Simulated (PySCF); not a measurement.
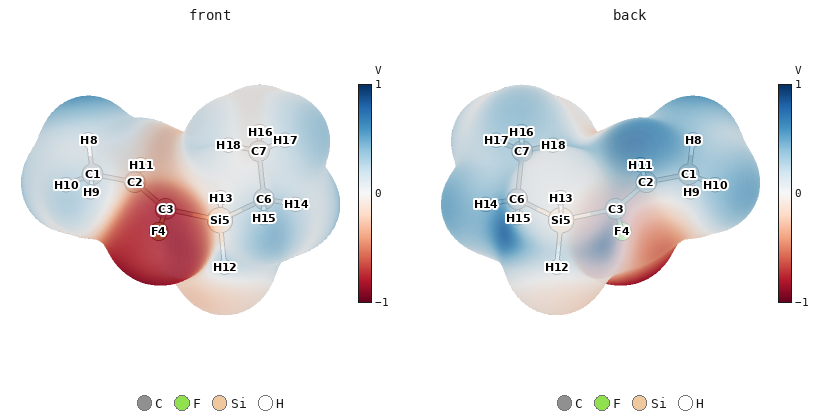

The picture shows: C5H11FSi (SMILES C/C=C(\F)[SiH2]CC). The electrostatic potential painted on the density surface at 0.001 e/bohr³, seen from the front and from behind; the colour scale runs from red (negative) to blue (positive).

Geometry: GFN2-xTB.

Computed with PySCF, PBE0/pcSseg-1, SCF density, gas phase, non-relativistic.

```
atom    x (Å)    y (Å)    z (Å)
   C   3.0466   0.4214  -0.4884
   C   1.8252  -0.0717   0.2118
   C   0.7905  -0.6791  -0.3552
   F   0.8167  -0.8809  -1.7077
  Si  -0.7914  -1.3167   0.4684
   C  -2.2532  -0.2740  -0.1685
   C  -2.0739   1.2228   0.0718
   H   3.1983   1.4798  -0.2784
   H   2.9608   0.2797  -1.5626
   H   3.9242  -0.1175  -0.1306
   H   1.7821   0.0763   1.2805
   H  -0.9774  -2.7222   0.0965
   H  -0.6132  -1.1624   1.9160
   H  -3.1753  -0.6053   0.3124
   H  -2.3849  -0.4470  -1.2386
   H  -1.9563   1.4333   1.1328
   H  -2.9367   1.7790  -0.2921
   H  -1.1908   1.5907  -0.4463
```

Which sites attract a positive test charge, and which a negative one?

A positive charge is drawn to the negative regions and a negative charge to the positive ones. The most negative region (about −0.9 V) lies over F4, the most positive (about +0.7 V) over Si5 and H11.

How polar is the molecule by this calculation?

Its dipole moment is 1.40 D.
